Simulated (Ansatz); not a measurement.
# C₂H₅ClInN (SMILES C=[N][In]([CH3])[Cl]): what the fields show

The calculation's input:

```
crystal:
  periodic: [false, false, false]
  atoms:
    - { symbol: C, position_ang: [-0.99458, 2.12004, 1.29225] }
    - { symbol: "N", position_ang: [-0.9326, 0.8763, 1.28987] }
    - { symbol: In, position_ang: [0.20618, -0.06418, -0.30711] }
    - { symbol: C, position_ang: [0.62598, -2.23779, -0.73978] }
    - { symbol: Cl, position_ang: [1.08896, 1.57939, -1.71799] }
    - { symbol: H, position_ang: [-0.52411, 2.7893, 0.55614] }
    - { symbol: H, position_ang: [-1.55794, 2.62079, 2.08301] }
    - { symbol: H, position_ang: [1.63516, -2.31679, -1.13658] }
    - { symbol: H, position_ang: [-0.09607, -2.62566, -1.45121] }
    - { symbol: H, position_ang: [0.55505, -2.75639, 0.21254] }
basis:
  gaussian: { orbitals: def2-SVP }
hamiltonian:
  xc: pbe0
  dispersion: d4
relax:
  f_tol: 0.015
  max_steps: 40
output:
  orbitals: {}
```

Run with:

```sh
ansatz run input.yaml --threads 2 --pin off --max-ram 3072MiB --backend cpu --events-out ev --progress --plain --runs-dir out
```

The fields are those of the relaxed geometry.

Core potentials replace the inner electrons of In.

Computed with RKS PBE0-D4/def2-SVP in Ansatz.

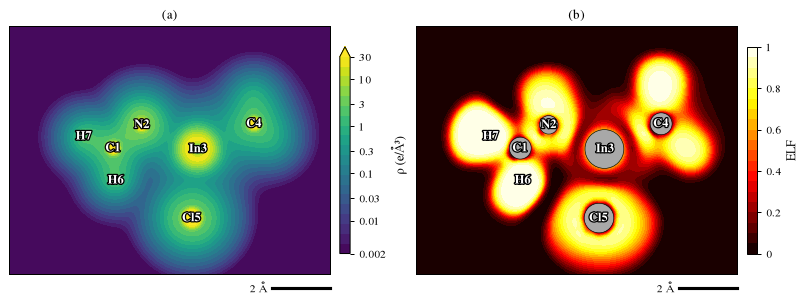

Figure 1. (a) electron density; (b) ELF on the plane of atoms C1, N2 and In3. Grey discs cover the atomic cores in the ELF map.

Interpret the plot.

The section cuts through C, N, In, Cl and H sites. C–N (1.27 Å): ρ is about 2.8 e/Å³ halfway; the ELF peaks at about 0.90 between the atoms (a multiple bond). In–N (2.09 Å): ρ at the midpoint is about 0.66 e/Å³; the ELF peaks at about 0.90 in the valence shell of N, 0.6 Å from its nucleus, and drops to about 0.15 between the two atoms. C–In (2.14 Å): ρ at the midpoint is about 0.67 e/Å³; the ELF peaks at about 0.90 in the valence shell of C, 0.7 Å from its nucleus, and drops to about 0.20 between the two atoms. In–Cl (2.38 Å): the density is about 0.48 e/Å³ at the midpoint; the ELF peaks at about 0.80 in the valence shell of Cl, 0.8 Å from its nucleus, and drops to about 0.15 between the two atoms. C–H (1.11 Å): ρ is about 1.9 e/Å³ halfway; the ELF climbs to about 1 towards the hydrogen, as it does in any bond to H; a covalent bond by its length. The ELF also peaks beside Cl5 and N2, away from the bonds: lone-pair regions.

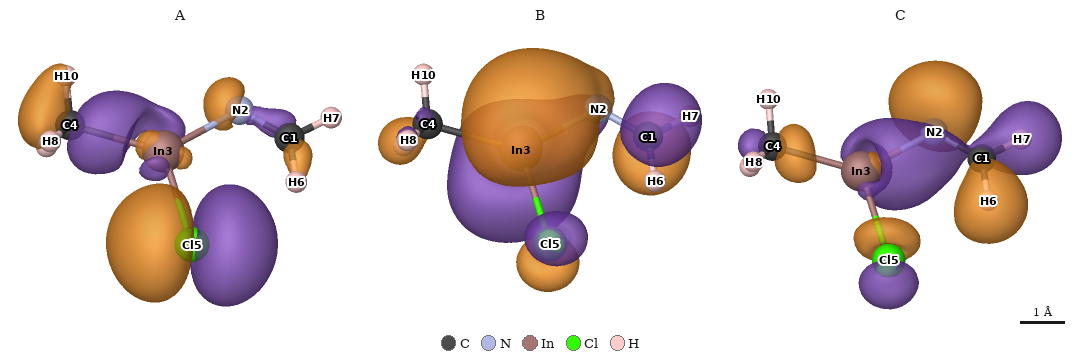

Figure 2. Three frontier orbitals at ±0.08 Å⁻³ᐟ² (orange and purple are the two phases), in no order.

Which picture is the HOMO−1, the HOMO and the LUMO?

A is the HOMO−1 (−8.12 eV). By Hirshfeld shares it lies mainly on Cl5 (about 80 %), In3 (about 10 %) and C4 (about 10 %); largely a lone pair of Cl5. C is the HOMO (−6.51 eV). By Hirshfeld shares it lies mainly on N2 (about 55 %), C1 (about 10 %), In3 (about 10 %), H6 (about 5 %) and H7 (about 5 %). B is the LUMO (−1.50 eV). It lies mainly on In3 (about 60 %), C1 (about 15 %) and N2 (about 10 %).

What is the HOMO–LUMO gap?

5.01 eV between the orbital energies.

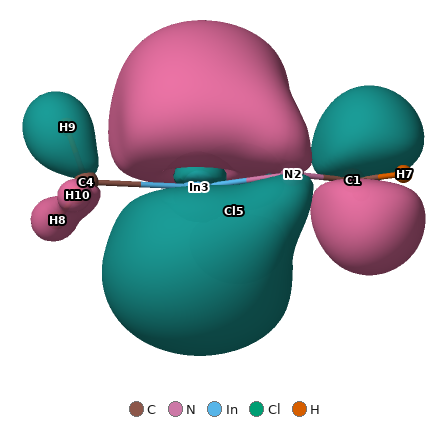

Figure 3. One frontier orbital at ±0.05 Å⁻³ᐟ² (teal and pink are the two phases), seen from one side.

Which orbital is it: HOMO or LUMO?

The LUMO, at −1.50 eV. By Hirshfeld shares it lies mainly on In3 (about 60 %), C1 (about 15 %) and N2 (about 10 %).
